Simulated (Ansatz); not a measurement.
**Localised basis functions on twisted Ti2CO2 MXene bilayer, 21.79° (70 atoms)**

Aim: test how closely localised support functions follow the reference on twisted Ti2CO2 MXene bilayer, 21.79° (70 atoms), and at what cost. A setting counts as converged where the r.m.s. difference of forces stays under 1 % of the r.m.s. force.

Method: Kohn-Sham DFT, PBE+D4, PAW (set soft_2), plane waves, in Ansatz 0.2.0.

### 1. Set-up

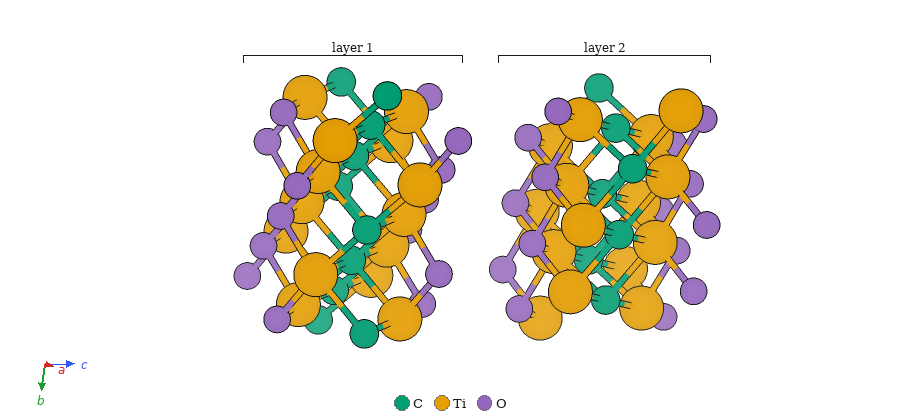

The starting structure, seen from the side, with the c axis across the page (carbon teal, titanium orange, oxygen purple). Some periodic images of atoms are drawn too.

The cell holds 70 atoms: 14 C, 28 Ti and 28 O. Its edges and angles: a = 8.017 Å, b = 8.017 Å, c = 25.740 Å, α = 90.0°, β = 90.0°, γ = 120.0°. It derives from Ti2CO2 (Ti2CO2 MXene). Ti2CO2 MXene (a = 3.03 Å) under Ti2CO2 MXene (a = 3.03 Å), bilayer, commensurate cell of 7 unit cells a layer, twist 21.79 deg; facing planes 2.86 Å apart; 14 Å of vacuum; layers as built, displaced by a Gaussian of 0.01 Å. Regions: layer 1, 35 atoms (7 C, 14 Ti and 14 O); layer 2, 35 atoms (7 C, 14 Ti and 14 O). Vacuum lies along c.

What the set-up can't give: Beside vacuum, support functions can miss their usual error bounds without a warning. The main run has no spin polarisation, so moments on Ti can't form in it, and no Hubbard term.

### 2. Plane-wave single point

The first run fixes the reference, at a cutoff of 420 eV.

File input.yaml:

```yaml
crystal:
  lattice:
    - [8.0166, 0.0, 0.0]
    - [-4.0083, 6.94258, 0.0]
    - [0.0, 0.0, 25.74]
  atoms:
    - { symbol: C, position: [0.99903, 0.99984, 0.35809] }
    - { symbol: Ti, position: [0.19092, 0.23709, 0.40965] }
    - { symbol: Ti, position: [0.23963, 0.04885, 0.3066] }
    - { symbol: O, position: [0.23771, 0.05107, 0.44484] }
    - { symbol: O, position: [0.18957, 0.23707, 0.27215] }
    - { symbol: C, position: [0.14345, 0.42962, 0.35837] }
    - { symbol: Ti, position: [0.33282, 0.66801, 0.40899] }
    - { symbol: Ti, position: [0.38222, 0.47911, 0.30694] }
    - { symbol: O, position: [0.37847, 0.47519, 0.44421] }
    - { symbol: O, position: [0.33195, 0.66661, 0.27145] }
    - { symbol: C, position: [0.28644, 0.85955, 0.35753] }
    - { symbol: Ti, position: [0.47738, 0.09799, 0.4087] }
    - { symbol: Ti, position: [0.52241, 0.90338, 0.30659] }
    - { symbol: O, position: [0.52427, 0.90487, 0.44461] }
    - { symbol: O, position: [0.47635, 0.09751, 0.27175] }
    - { symbol: C, position: [0.42866, 0.28496, 0.35804] }
    - { symbol: Ti, position: [0.61898, 0.52197, 0.40958] }
    - { symbol: Ti, position: [0.66797, 0.33542, 0.30659] }
    - { symbol: O, position: [0.6681, 0.33247, 0.44412] }
    - { symbol: O, position: [0.62122, 0.52397, 0.27208] }
    - { symbol: C, position: [0.57173, 0.71566, 0.35832] }
    - { symbol: Ti, position: [0.76143, 0.95275, 0.40874] }
    - { symbol: Ti, position: [0.80747, 0.76071, 0.30762] }
    - { symbol: O, position: [0.80944, 0.76222, 0.44495] }
    - { symbol: O, position: [0.76328, 0.95044, 0.27171] }
    - { symbol: C, position: [0.71008, 0.13928, 0.35788] }
    - { symbol: Ti, position: [0.90491, 0.38093, 0.40909] }
    - { symbol: Ti, position: [0.94997, 0.1889, 0.30723] }
    - { symbol: O, position: [0.95519, 0.19433, 0.44447] }
    - { symbol: O, position: [0.90247, 0.38054, 0.27242] }
    - { symbol: C, position: [0.85559, 0.57166, 0.35732] }
    - { symbol: Ti, position: [0.05162, 0.81164, 0.40923] }
    - { symbol: Ti, position: [0.09581, 0.61974, 0.30747] }
    - { symbol: O, position: [0.09479, 0.61872, 0.44397] }
    - { symbol: O, position: [0.04571, 0.80997, 0.27181] }
    - { symbol: C, position: [0.23269, 0.74365, 0.64095] }
    - { symbol: Ti, position: [0.47193, 0.93304, 0.69256] }
    - { symbol: Ti, position: [0.42377, 0.69545, 0.59123] }
    - { symbol: O, position: [0.42667, 0.69504, 0.72794] }
    - { symbol: O, position: [0.47067, 0.93248, 0.55635] }
    - { symbol: C, position: [0.09243, 0.0286, 0.64127] }
    - { symbol: Ti, position: [0.32925, 0.2204, 0.69244] }
    - { symbol: Ti, position: [0.28284, 0.98299, 0.59061] }
    - { symbol: O, position: [0.28087, 0.98248, 0.72822] }
    - { symbol: O, position: [0.32791, 0.22087, 0.55519] }
    - { symbol: C, position: [0.37613, 0.45623, 0.64156] }
    - { symbol: Ti, position: [0.61559, 0.6485, 0.69309] }
    - { symbol: Ti, position: [0.5656, 0.40809, 0.59093] }
    - { symbol: O, position: [0.5674, 0.4064, 0.72812] }
    - { symbol: O, position: [0.61828, 0.64912, 0.556] }
    - { symbol: C, position: [0.66058, 0.88657, 0.64166] }
    - { symbol: Ti, position: [0.90399, 0.07835, 0.6924] }
    - { symbol: Ti, position: [0.85301, 0.83897, 0.59121] }
    - { symbol: O, position: [0.85369, 0.84129, 0.72863] }
    - { symbol: O, position: [0.90005, 0.07705, 0.55554] }
    - { symbol: C, position: [0.52093, 0.17199, 0.64179] }
    - { symbol: Ti, position: [0.75963, 0.36463, 0.69258] }
    - { symbol: Ti, position: [0.71353, 0.12363, 0.59112] }
    - { symbol: O, position: [0.7105, 0.12531, 0.72877] }
    - { symbol: O, position: [0.75612, 0.36234, 0.55583] }
    - { symbol: C, position: [0.80533, 0.60297, 0.64215] }
    - { symbol: Ti, position: [0.0442, 0.79216, 0.69304] }
    - { symbol: Ti, position: [0.99488, 0.55083, 0.59096] }
    - { symbol: O, position: [0.99653, 0.55392, 0.72841] }
    - { symbol: O, position: [0.04423, 0.79199, 0.55619] }
    - { symbol: C, position: [0.95224, 0.31721, 0.64207] }
    - { symbol: Ti, position: [0.18609, 0.50503, 0.69289] }
    - { symbol: Ti, position: [0.13845, 0.2666, 0.59102] }
    - { symbol: O, position: [0.1389, 0.26489, 0.72784] }
    - { symbol: O, position: [0.18568, 0.50436, 0.55566] }
kpoints:
  mp_grid: { grid: [2, 2, 1] }
hamiltonian:
  xc: pbe
  dispersion: d4
scf:
  occupations: { method: gaussian, width: 0.05 }
output:
  forces: true
  populations: intrinsic
  dos:
    method: { smearing: { sigma: 0.15 } }
    de: 0.1
    projected:
      site_lists:
        C: [C]
        O: [O]
        Ti: [Ti]
        layer_1: [0, 1, 2, 3, 4, 5, 6, 7, 8, 9, 10, 11, 12, 13, 14, 15, 16, 17, 18, 19, 20, 21, 22, 23, 24, 25, 26, 27, 28, 29, 30, 31, 32, 33, 34]
        layer_2: [35, 36, 37, 38, 39, 40, 41, 42, 43, 44, 45, 46, 47, 48, 49, 50, 51, 52, 53, 54, 55, 56, 57, 58, 59, 60, 61, 62, 63, 64, 65, 66, 67, 68, 69]
  eigenvalues: true
  write_density: true
  write_potential: true
  volumetric_format: npy
```

The run is started by

```bash
$ ansatz run input.yaml --threads 8 --pin off --max-ram 15872MiB --backend cpu --events-out ev --progress --plain --runs-dir out
```

Numbers of over 12 decimals in the logs are rounded to 6 here.

What it wrote:

```text
Engine: ansatz 0.2.0, aarch64-unknown-linux-gnu
Pseudopotentials: kind: paw
Pseudopotential: C, paw, valence charge 4, recommended cutoff 420 eV (normal), C.paw.azcp
Pseudopotential: Ti, paw, valence charge 12, recommended cutoff 420 eV (normal), Ti.paw.azcp
Pseudopotential: O, paw, valence charge 6, recommended cutoff 420 eV (normal), O.paw.azcp
[... 5 lines on functional and potentials left out ...]
Crystal: 70 atoms, lattice volume = 1432.583 Å³
Basis set: ecut = 420 eV, 28053 PW (Γ), exchange–correlation on 108×108×360 points (8 copies of the dense FFT grid, shifted against one another)
Bands: 350, of which v1, the nominal top of the filled ones, is band 280 counted from 1 (279 counted from 0)
Symmetry: 1 space group operations
Space group: P1 (ITA 1), of the structure as read, at distance tolerance 1.1e-4 Å
k-points: 4
[... 7 lines on functional and potentials left out ...]
Initial density: superposition of atomic densities (neutral atoms: chi_scale 0, normalization atom), corrected by the library's trained network
Initial wavefunctions: pseudopotential atomic-orbital guess
Functional: x = pbe(κ = 0.804, μ = 0.219515), c = pbe(β = 0.066725)
SCF iter   1: F=—  HF=-89478.580785 eV  |F-HF|=—  |Δ(HF+E_count)|=         —  Δρ=5.48e-3  dr2=6.68e-1  ethr=1.77e-3  ⟨swp⟩=6.2  Hψ=5850  notcnv=0
preconditioner: auto → Resta (q_TF=auto, 2.333 Å⁻¹)  ε∞=5.3  [insulator: Δε(μ)=0.296 eV  Ē_g=8.651 eV  σ=0.050 eV  W_gap=1.00  n_scr=288 (ndim 8)  ℏωp=18.0 eV  f_vac=0.471  D(μ)=0.00/eV (n_scr^D=0)  ε∞_Penn≈5.3  vacuum switching on, ρ_ref=5.4e-3 e/Å³]
SCF iter   2: F=—  HF=-89478.488871 eV  |F-HF|=—  |Δ(HF+E_count)|=   9.19e-2  Δρ=3.31e-3  dr2=2.39e-1  ethr=1.19e-4  ⟨swp⟩=2.2  Hψ=2231  notcnv=0  defer=222
SCF iter   3: F=—  HF=-89478.465818 eV  |F-HF|=—  |Δ(HF+E_count)|=   2.31e-2  Δρ=1.61e-3  dr2=8.80e-2  ethr=4.27e-5  ⟨swp⟩=2.0  Hψ=1758  notcnv=0  defer=222
SCF iter   4: F=—  HF=-89478.465388 eV  |F-HF|=—  |Δ(HF+E_count)|=   4.29e-4  Δρ=1.32e-3  dr2=5.49e-2  ethr=1.57e-5  ⟨swp⟩=3.0  Hψ=1673  notcnv=0  defer=222
SCF iter   5: F=—  HF=-89478.461315 eV  |F-HF|=—  |Δ(HF+E_count)|=   4.07e-3  Δρ=3.58e-4  dr2=3.57e-3  ethr=9.81e-6  ⟨swp⟩=2.0  Hψ=1740  notcnv=0  defer=222
SCF iter   6: F=—  HF=-89478.460513 eV  |F-HF|=—  |Δ(HF+E_count)|=   8.02e-4  Δρ=2.98e-4  dr2=2.33e-3  ethr=6.38e-7  ⟨swp⟩=3.0  Hψ=1865  notcnv=0  defer=222
SCF iter   7: F=—  HF=-89478.459938 eV  |F-HF|=—  |Δ(HF+E_count)|=   5.75e-4  Δρ=1.12e-4  dr2=2.25e-4  ethr=4.17e-7  ⟨swp⟩=2.0  Hψ=1675  notcnv=0  defer=222
SCF iter   8: F=—  HF=-89478.459859 eV  |F-HF|=—  |Δ(HF+E_count)|=   7.88e-5  Δρ=5.29e-5  dr2=5.89e-5  ethr=4.02e-8  ⟨swp⟩=2.2  Hψ=1844  notcnv=0  defer=222
SCF iter   9: F=—  HF=-89478.460087 eV  |F-HF|=—  |Δ(HF+E_count)|=   2.27e-4  Δρ=3.60e-5  dr2=2.77e-5  ethr=1.05e-8  ⟨swp⟩=3.0  Hψ=2278  notcnv=0  defer=214
SCF iter  10: F=—  HF=-89478.460081 eV  |F-HF|=—  |Δ(HF+E_count)|=   5.22e-6  Δρ=1.03e-5  dr2=1.67e-6  ethr=4.95e-9  ⟨swp⟩=2.0  Hψ=1716  notcnv=0  defer=214
SCF iter  11: F=—  HF=-89478.460083 eV  |F-HF|=—  |Δ(HF+E_count)|=   1.30e-6  Δρ=5.98e-6  dr2=8.96e-7  ethr=2.98e-10  ⟨swp⟩=3.2  Hψ=2457  notcnv=0  defer=214
SCF iter  12: F=—  HF=-89478.460083 eV  |F-HF|=—  |Δ(HF+E_count)|=   1.87e-8  Δρ=3.05e-6  dr2=2.01e-7  ethr=1.60e-10  ⟨swp⟩=2.0  Hψ=1712  notcnv=0  defer=214
SCF iter  13: F=-89478.460083 eV  HF=-89478.460083 eV  |F-HF|=4.00e-8  |Δ(HF+E_count)|=   9.69e-8  Δρ=1.76e-6  dr2=8.91e-8  ethr=1.79e-11  ⟨swp⟩=18.2  Hψ=11377  notcnv=0
SCF 1 converged in 13 iterations: F = -89478.460083 eV  dr2 = 8.91e-8
  greatest PAW one-centre occupation: 0.999 electrons in one spin orbital (limit 2), on the Ti atom at site 1 (counted from 0), in its partial waves of l = 0
WARN: The output density's exchange-correlation potential varies sharply where the density is thin. Do not read a vacuum level from v_tot or v_xc, or from such a field of the output density. On a cell that repeats whose density bears no net charge and no dipole along the vacuum's axis use v_es (v_loc + v_h of the components); [...]
SCF converged after 13 iterations
Free energy (F): -89478.460083 eV
Harris-Foulkes:  -89478.460083 eV  (|F-HF|=4.00e-8)
Internal energy: -89478.460043 eV  (E = F + TS)
E sigma→0 (E₀):  -89478.460063 eV
Entropy (-TS):   -0.000040 eV (-0.001 meV/atom)
Fermi energy:    3.567899 eV
--- Per-component energies (eV) ---
  E_band       = -9340.425846
  E_kinetic    = 13777.648312
  E_local      = -507999.106634  (includes V_loc(G=0)·N_el)
  E_nonlocal   = 1826.184227
  E_hartree    = 247884.073892
  E_xc         = -5505.858940
  E_vxc        = -6935.268445  (∫ρ·V_xc dr)
  E_paw        = -35082.682817  (= ΣΔE_a)
  E_vpaw       = -5778.220499  (= ΣTr[D̂ρ^β])
  E_aug_tail   = 0.073310  (compensation charges beyond the density's cutoff)
  E_ewald      = 195634.409979
  E_disp       = -13.201372  (pairwise vdW)
  E_smearing   = -0.000040  (= −TS)
  E_closure    = 0.000000  (closes the sum)
  Σ components = -89478.460083   (vs F -89478.460083, Δ=0.00e0)
--- Forces (eV/Å), atoms counted from 1 ---
  atom   1  C      0.03063750     0.02897646     0.16297175
  atom   2  Ti    -0.22420662     0.18190688    -0.31566006
  atom   3  Ti    -0.26914327    -0.06161681     0.11325936
  atom   4  O      0.22036738    -0.33632860    -0.17006436
  atom   5  O     -0.04551511     0.18813034     0.10021207
  atom   6  C     -0.09862148     0.02720259    -0.25904290
  atom   7  Ti     0.28718025    -0.09355165    -0.07584305
  atom   8  Ti    -0.09903576    -0.38683122     0.35398875
  atom   9  O      0.17537020     0.17009330    -0.09805415
  atom  10  O      0.10097875    -0.01365267     0.09244751
  atom  11  C     -0.02213693    -0.22216762     0.25610552
  atom  12  Ti     0.17515977    -0.19814661    -0.24730242
  atom  13  Ti     0.10037589     0.28248360     0.23527696
  atom  14  O     -0.09572775    -0.00668369    -0.28828291
[...]
atom  69  O     -0.10694576     0.21877463    -0.04986406
  atom  70  O     -0.02553233     0.02746325     0.12153996
  max |Σ_I F_I| component: 4.68e-5 eV/Å
--- Band table (eV) ---
  k-point 0: bands = ["-54.3285", "-54.3237", "-54.3067", "-54.2970", [... 334 levels ...], "5.8458", "5.8535", "5.8559", "5.8692", "5.8772", "5.8844", "5.8950", "5.8985", "5.9091", "5.9168", "5.9229", "5.9366"]
[...]
--- intrinsic populations: 70 sites ---
  site symbol       q [e]
     0      C      4.9488
     1     Ti     10.8867
     2     Ti     10.8783
[...]
69      O      6.6392
  spilling = -0.000000 (of n_electrons = 560.000000)
```

The job ended after 57 s (8 threads of Arm Neoverse V2, shared host; peak memory 8.8 GiB; 7.3 min of CPU time).

In the SCF lines HF is the Harris–Foulkes energy and dr2 the Hartree energy of the density residual, in eV; the loop may stop once dr2 is under the threshold and the program's other checks hold. Hψ counts applications of the Hamiltonian.

The program notes that the exchange-correlation potential is rough where the density is thin.

Numbers from this run:

| Item | Value |
| --- | --- |
| free energy | -89478.4601 eV |
| free energy per atom | -1278.2637 eV/atom |
| SCF cycles | 13 |
| r.m.s. force component | 0.1873 eV/Å |
| longest force | 0.6099 eV/Å |
| Fermi energy | 3.568 eV |
| gap (highest filled to lowest empty level) | 0.2499 eV |
| potential in mid-vacuum, over the Fermi level | 5.638 eV |
| potential 4.5 Å over the upper face | 5.649 eV |
| potential 4.5 Å under the lower face | 5.628 eV |

The r.m.s. force component of 0.19 eV/Å sets the scale for the differences below.

### 3. Support functions low

The cell is solved in localised support functions.

This step: Kohn-Sham DFT, PBE+D4, PAW (set soft_2), localised support functions (low) (Ansatz 0.2.0).

input.yaml, the sections that differ from step 2:

```yaml
scf:
  occupations: { method: gaussian, width: 0.05 }
  eigensolver: { kind: { support_functions: { accuracy: low } } }
  mixing: { beta: 0.2 }
  max_iter: 150
output:
  forces: true
  eigenvalues: true
# crystal, kpoints, hamiltonian: as in step 2
```

What it wrote:

```text
Warning: scf.eigensolver.kind.support_functions: disabling space-group detection — the functions' gradient is summed over unrotated k-points, so no spatial operation reduces the k-mesh or symmetrises the density; time reversal is kept, so that k and −k are solved as one point where they differ and the mesh holds both, and exact exchange and, on two spinor components, a DFT+U term hold to it where the run has them: [...]
settings of this run that can trade accuracy for cost: scf.eigensolver.kind.support_functions; scf.eigensolver.kind.support_functions.accuracy: low [...]
[...]
Crystal: 70 atoms, lattice volume = 1432.583 Å³
Basis set: ecut = 420 eV, 28053 PW (Γ), exchange–correlation on 120×120×360 points (8 copies of the dense FFT grid, shifted against one another)
Bands: 336, of which v1, the nominal top of the filled ones, is band 280 counted from 1 (279 counted from 0)
Symmetry: 1 space group operations
k-points: 4
[...]
SCF iter   1: F=—  HF=-89560.460622 eV  |F-HF|=—  |Δ(HF+E_count)|=         —  Δρ=1.58e-1  dr2=4.34e2  ethr=1.00e-1
[...]
SCF iter  18: F=—  HF=-89478.753447 eV  |F-HF|=—  |Δ(HF+E_count)|=   6.45e-4  Δρ=4.61e-5  dr2=1.92e-5  ethr=9.29e-9  κ⁻¹=1.3e-5(r=7)
SCF iter  19: F=-89478.754019 eV  HF=-89478.754022 eV  |F-HF|=2.92e-6  |Δ(HF+E_count)|=   5.75e-4  Δρ=2.50e-5  dr2=7.88e-6  ethr=3.42e-9
SCF 1 converged in 19 iterations: F = -89478.766335 eV  dr2 = 7.88e-6
[...]
SCF converged after 19 iterations
Stability not checked: this state was not tested for a lower state beside it, because the mixer in use, unlike msr1, does not test its closes by its own steps (another_mixer; see scf.mixing.algorithm and scf.lower_state_search)
Free energy (F): -89478.766335 eV
[...]
Internal energy: -89478.766293 eV  (E = F + TS)
E sigma→0 (E₀):  -89478.766314 eV
Entropy (-TS):   -0.000043 eV (-0.001 meV/atom)
Fermi energy:    3.568676 eV
[...]
Σ components = -89478.766335   (vs F -89478.766335, Δ=0.00e0)
--- Forces (eV/Å), atoms counted from 1 ---
  atom   1  C      0.03059542     0.02909064     0.16299089
  atom   2  Ti    -0.22409992     0.18157573    -0.31880952
  atom   3  Ti    -0.26876167    -0.06148171     0.11528655
  atom   4  O      0.22005971    -0.33641912    -0.16939947
[...]
atom  70  O     -0.02571248     0.02741898     0.12132281
  max |Σ_I F_I| component: 4.53e-4 eV/Å
--- Band table (eV) ---
[...]
```

It took 2.8 min on 8 threads; peak memory 4.5 GiB; 21 min of CPU time.

The program notes that the band table was not solved further than the SCF left it and it switched symmetry off.

Keys that differ from the reference: support_functions.accuracy = "low", scf.max_iter = 150 and scf.mixing.beta = 0.2.

Forces differ from the reference by 1.0 meV/Å r.m.s., 0.54 % of their size, within a tolerance of 1 %; the energy by -4.4 meV/atom. It took 2.8 min and 19 cycles; the reference's time can't be set against it, since the two runs asked for unlike analyses.

### 4. Support functions medium

The cell is solved in localised support functions. Besides, the program derives a nominal cutoff of 464 eV for this run, against the reference's 420.

This step: Kohn-Sham DFT, PBE+D4, PAW (set soft_2), localised support functions (medium) (Ansatz 0.2.0).

input.yaml, the sections that differ from step 3:

```yaml
scf:
  occupations: { method: gaussian, width: 0.05 }
  eigensolver: { kind: { support_functions: { accuracy: medium } } }
  mixing: { beta: 0.2 }
  max_iter: 150
# crystal, kpoints, hamiltonian, output: as in step 3
```

What it wrote:

```text
[...]
Warning: basis.ecutwfc = 464 eV, auto-derived: no grid that the accuracy of the support functions lays serves the files at the lower one that their records recommend; a deck with other species or settings can derive another value
[...]
Crystal: 70 atoms, lattice volume = 1432.583 Å³
Basis set: ecut = 464 eV, 32521 PW (Γ), exchange–correlation on 120×120×384 points (8 copies of the dense FFT grid, shifted against one another)
Bands: 336, of which v1, the nominal top of the filled ones, is band 280 counted from 1 (279 counted from 0)
Symmetry: 1 space group operations
k-points: 4
[...]
SCF iter   1: F=—  HF=-89560.464690 eV  |F-HF|=—  |Δ(HF+E_count)|=         —  Δρ=1.58e-1  dr2=4.34e2  ethr=1.00e-1
[...]
SCF iter  21: F=—  HF=-89478.755031 eV  |F-HF|=—  |Δ(HF+E_count)|=   2.99e-7  Δρ=7.17e-6  dr2=1.64e-6  ethr=7.64e-10  κ⁻¹=1.1e-5(r=7)
SCF iter  22: F=-89478.755029 eV  HF=-89478.755030 eV  |F-HF|=6.04e-7  |Δ(HF+E_count)|=   7.66e-7  Δρ=5.56e-6  dr2=6.90e-7  ethr=2.93e-10
SCF 1 converged in 22 iterations: F = -89478.766522 eV  dr2 = 6.90e-7
[...]
SCF converged after 22 iterations
[...]
Free energy (F): -89478.766522 eV
[...]
Internal energy: -89478.766481 eV  (E = F + TS)
E sigma→0 (E₀):  -89478.766502 eV
Entropy (-TS):   -0.000041 eV (-0.001 meV/atom)
Fermi energy:    3.568423 eV
[...]
Σ components = -89478.766522   (vs F -89478.766522, Δ=0.00e0)
--- Forces (eV/Å), atoms counted from 1 ---
  atom   1  C      0.03065286     0.02914346     0.16294207
  atom   2  Ti    -0.22411899     0.18156907    -0.31840551
  atom   3  Ti    -0.26878587    -0.06160744     0.11516439
  atom   4  O      0.22001684    -0.33633140    -0.16992675
[...]
atom  70  O     -0.02573226     0.02741009     0.12164158
  max |Σ_I F_I| component: 5.01e-4 eV/Å
--- Band table (eV) ---
[...]
```

Wall time 3.1 min (8 threads); peak memory 4.6 GiB; 24 min of CPU time.

Keys that differ from the reference: support_functions.accuracy = "medium", scf.max_iter = 150 and scf.mixing.beta = 0.2.

Forces differ from the reference by 0.91 meV/Å r.m.s., 0.48 % of their size, within a tolerance of 1 %; the energy by -4.4 meV/atom. It took 3.1 min and 22 cycles; the reference's time can't be set against it, since the two runs asked for unlike analyses.

(Continued in part 2 of 2.)

[Logs are printed without paths, hosts, clocks, repeated set-up lines and the standing remarks that a program may print on its own settings, such as how far it seeks lower states.]

[Hosts, paths, dates, database ids (printed as entryN), source tags and the programs' standing remarks are cut or masked in the printed files.]
